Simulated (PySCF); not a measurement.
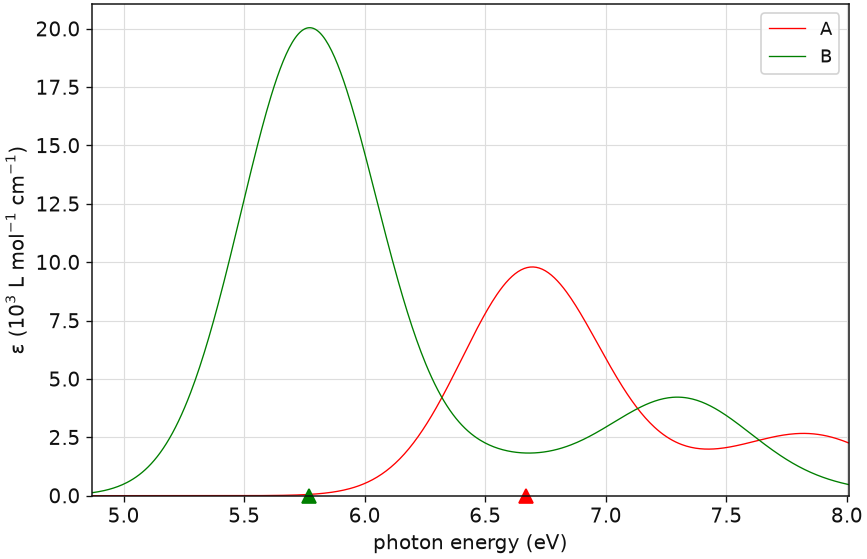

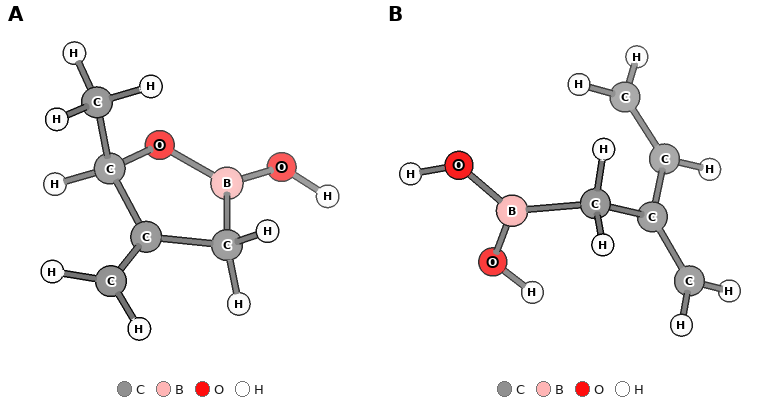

Related molecules: A is C₅H₉BO₂, SMILES C=C1CB(O)O[C@@H]1C; B is C₅H₉BO₂, SMILES C=CC(=C)CB(O)O. Vertical TDDFT absorption, CAM-B3LYP/def2-SVPD in PySCF 2.14.0, at a GFN2-xTB geometry (no frequency check); Gaussians of 1/e half-width 0.40 eV, triangles mark S1, and the range ends where the computed states of one molecule run out.

How does the lowest singlet move?

Answer. A: 6.67 eV (f = 0.200, mainly HOMO → LUMO+1 (84 %)); B: 5.77 eV (f = 0.494, mainly HOMO → LUMO (97 %)). From A to B it shifts 0.90 eV to the red; the leading orbital pair differs.

And the brightest state of each within the range drawn?

Answer. A: S1 at 6.67 eV, f = 0.20; B: S1 at 5.77 eV, f = 0.49.

Limits of at least one run: core orbitals are frozen in the response; one conformer of a flexible molecule; the tight-binding geometry is rougher than a DFT one and adds to the error.
